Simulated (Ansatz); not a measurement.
Ga···Ga···Ga (charge +1, triplet)

```yaml
atoms:
  - { symbol: Ga, position_ang: [-1.2472, 1.0006, 0.4425] }
  - { symbol: Ga, position_ang: [1.5611, 0.3929, 0.4013] }
  - { symbol: Ga, position_ang: [-0.3139, -1.3935, -0.8439] }
```

Geometry: PBE-D4/def2-TZVP.

These are results of UKS PBE0-D4/def2-TZVP in Ansatz 0.2.0, not measurements.

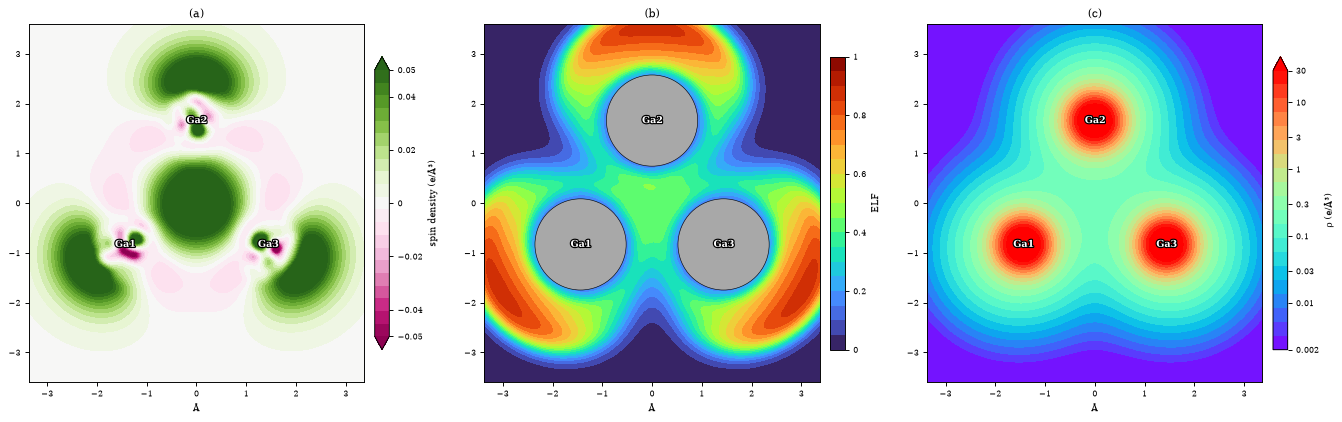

Figure 1. (a) spin density (α minus β); (b) ELF; (c) total electron density on the molecular plane. Grey discs cover the atomic cores in the ELF map.

**What does the map show?**

- The plane passes through Ga nuclei.
- Ga1···Ga2 (2.87 Å): the density falls to about 0.2 e/Å³ on the way; the ELF is about 0.40 at the midpoint.
- Ga–Ga (2.87 Å): ρ at the midpoint is about 0.2 e/Å³; the ELF is about 0.40 at the midpoint.
- The unpaired spin (2 electrons) lies mostly on Ga1 (about 0.7), Ga2 (about 0.7) and Ga3 (about 0.7), in electrons by Hirshfeld's partition.

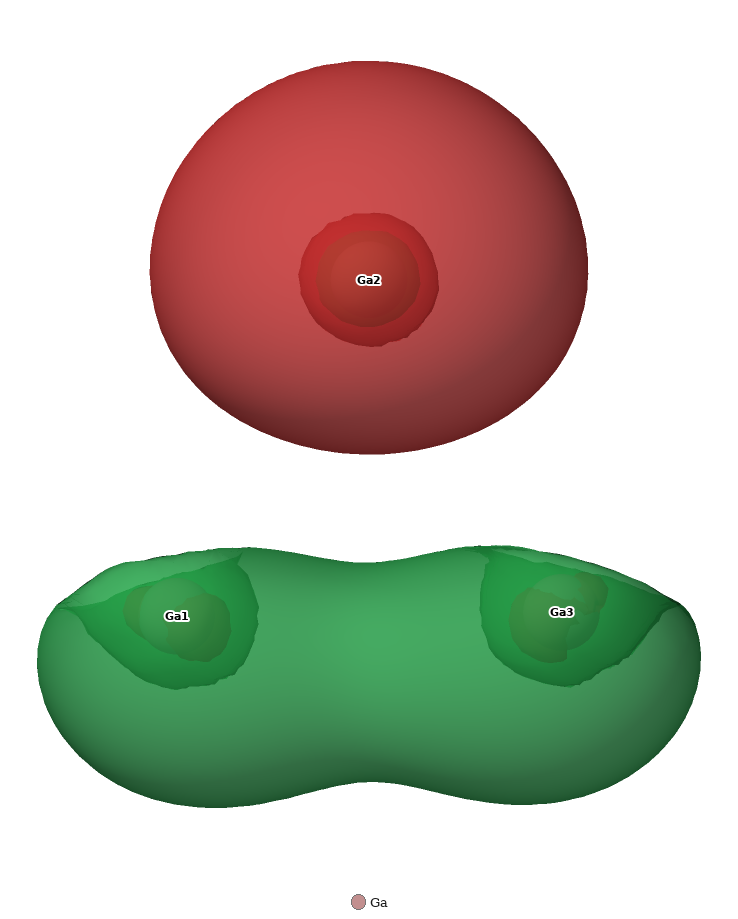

Figure 2. The HOMO (β) at ±0.1 Å⁻³ᐟ² (green and red are the two phases), seen across its widest extent.

**What is the character of this orbital?**

It lies mainly on Ga2 (about 60 %), Ga1 (about 20 %) and Ga3 (about 20 %); it is symmetric in the molecular plane (an in-plane orbital: σ, lone-pair or in-plane π type). It is one of a degenerate set, so its orientation is arbitrary. Its energy is −13.52 eV.

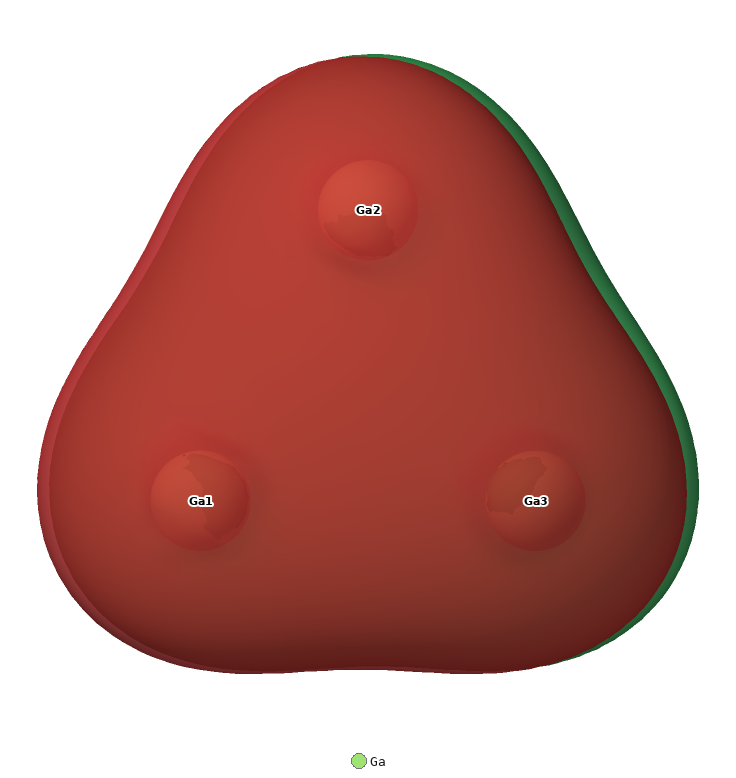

Figure 3. The HOMO (α) at ±0.05 Å⁻³ᐟ² (green and red are the two phases), seen across its widest extent.

**Describe this orbital and give its energy.**

Its weight (Hirshfeld) is mainly on Ga1 (about 35 %), Ga2 (about 35 %) and Ga3 (about 35 %); it changes sign across the molecular plane (π type). Its energy is −9.68 eV.
